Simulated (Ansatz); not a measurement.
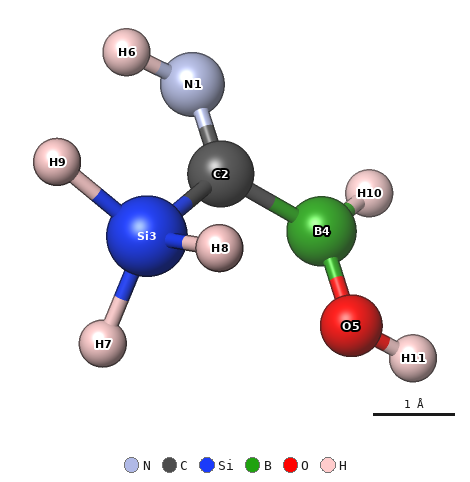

Figure 1. The input geometry of run 1 (ball-and-stick view, seen at a tilt; atoms are numbered from 1 in the order of the input).

**What a change does: single-point calculation on CH6BNOSi**

System: CH6BNOSi, SMILES N=C([SiH3])BO.
Method of run 1: RKS PBE0-D4/def2-SVP (Ansatz 0.2.0).

The geometry comes from this level: PBE0-D4/def2-TZVP. Text and figures count atoms from 1; the logs count them from 0 in places.

## The input, run 1
```yaml
crystal:
  periodic: [false, false, false]
  atoms:
    - {symbol: N, position_ang: [-0.669096, 1.720219, 0.573664]}
    - {symbol: C, position_ang: [-0.226306, 0.601054, 0.132427]}
    - {symbol: Si, position_ang: [0.233224, -0.847347, 1.277561]}
    - {symbol: B, position_ang: [-0.076204, 0.474041, -1.431334]}
    - {symbol: O, position_ang: [0.388406, -0.707883, -1.896243]}
    - {symbol: H, position_ang: [-0.738763, 1.725279, 1.596722]}
    - {symbol: H, position_ang: [-0.594264, -2.046533, 0.983546]}
    - {symbol: H, position_ang: [1.667288, -1.210453, 1.133026]}
    - {symbol: H, position_ang: [-0.027192, -0.392276, 2.672416]}
    - {symbol: H, position_ang: [-0.358252, 1.375416, -2.169010]}
    - {symbol: H, position_ang: [0.466461, -0.748518, -2.852274]}
basis:
  gaussian: {orbitals: def2-SVP}
hamiltonian: {xc: pbe0, dispersion: d4}
output: {orbitals: {seedname: orbitals}}
```

Hardware: 4 threads of Oxide Virtual Turin-like, 27 GiB of memory available, shared host.

## Output (run 1)
```
Functional definition: PBE0
  parameter a = 0.25
  parameter kappa = 0.804
  parameter beta = 0.06672455060314922
  exchange = (1 - a)*pbe_x(kappa = kappa, mu = beta*pi^2/3) + a*exact_x
  correlation = pbe_c(beta = beta)
1171 factors; their error is unknown
mean field evaluation 1: about -13204.5196 eV, gradient 5.1e1 eV
mean field evaluation 2: about -13200.1252 eV, gradient 6.9e1 eV
mean field evaluation 4: about -13209.7524 eV, gradient 4.1e0 eV
mean field evaluation 8: about -13209.7910 eV, gradient 3.3e-1 eV
mean field evaluation 16: about -13209.8351 eV, gradient 2.5e-5 eV
mean field -13209.83514170 eV, -485.4524875095 hartree, gradient 2.5e-5 eV, S^2 0.000000; 0 other end points of the search recorded, 0 dependent functions left out
reference -13209.83517006 eV, -485.4524885517 hartree; 23, 23 occupied and 81, 81 virtual orbitals, 1171 factors
Total energy: -13210.02470899 eV, -485.4594539791 hartree
```

For run 2 the input was changed thus:
```diff
-hamiltonian: {xc: pbe0, dispersion: d4}
+hamiltonian: {xc: {name: wB97M-V}}
```

How does run 2 compare with run 1?

The total energies belong to different models, so their difference says nothing on which is more stable or more accurate. The HOMO goes from −6.74 to −8.99 eV. The LUMO goes from −1.61 to 0.67 eV.

## Output (run 2)
```
Functional definition: wB97M-V
  parameter omega = 0.3/bohr
  parameter cx = 0.15
  parameter cx01 = 1.007
  parameter cx10 = 0.259
  parameter css00 = 0.443
  parameter css04 = -1.437
  parameter css10 = -4.535
  parameter css20 = -3.390
  parameter css43 = 4.278
  parameter cos00 = 1.000
  parameter cos10 = 1.358
  parameter cos20 = 2.924
  parameter cos21 = -8.812
  parameter cos60 = -1.390
  parameter cos61 = 9.142
  parameter b = 6.0
  parameter c = 0.01
  gx(w, u) = 1 - cx + cx01*u + cx10*w
  gss(w, u) = css00 + css04*u^4 + css10*w + css20*w^2 + css43*w^4*u^3
  gos(w, u) = cos00 + cos10*w + (cos20 + cos21*u)*w^2 + (cos60 + cos61*u)*w^6
  exchange = spin_sum(e_x_unif_sr(omega)*gx(b97_w, b97_u_x)) + cx*exact_x_sr(omega) + exact_x_lr(omega)
  correlation = spin_sum(e_c_pw_mod_same_spin*gss(b97_w, b97_u_same))
      + integral(e_c_pw_mod_opposite_spin*gos(b97_w_opposite, b97_u_opposite)) + vv10(b, c)
1171 factors; their error is unknown
320 factors; integrals over basis functions are off by at most 1.4e-5 eV
mean field evaluation 1: about -13212.2486 eV, gradient 4.6e1 eV
mean field evaluation 2: about -13212.6962 eV, gradient 4.7e1 eV
mean field evaluation 4: about -13216.5933 eV, gradient 2.2e0 eV
mean field evaluation 8: about -13216.6090 eV, gradient 5.3e-2 eV
mean field evaluation 16: about -13216.6057 eV, gradient 4.8e-5 eV
mean field -13216.60574150 eV, -485.7013024631 hartree, gradient 4.8e-5 eV, S^2 0.000000; 0 other end points of the search recorded, 0 dependent functions left out
reference -13216.60578669 eV, -485.7013041237 hartree; 23, 23 occupied and 81, 81 virtual orbitals, 1171 factors
Total energy: -13216.60578669 eV, -485.7013041237 hartree
```

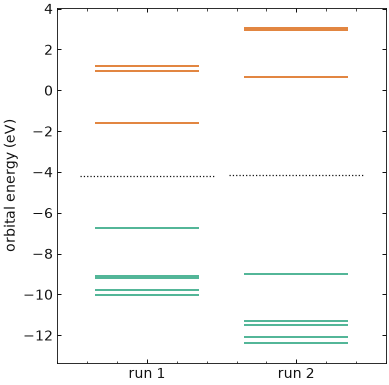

Figure 2. The five highest filled and three lowest empty orbital energies of the two runs; the dotted lines part filled from empty levels. The HOMO–LUMO gap is 5.13 eV in run 1 and 9.67 eV in run 2.

## The two runs side by side

```tsv
quantity	run 1	run 2
outcome	converged	converged
total energy (hartree)	−485.459454	−485.701304
HOMO (eV)	−6.74	−8.99
LUMO (eV)	−1.61	0.67
basis functions	104	104
wall time (shared host)	1.3 s	3.8 s
```
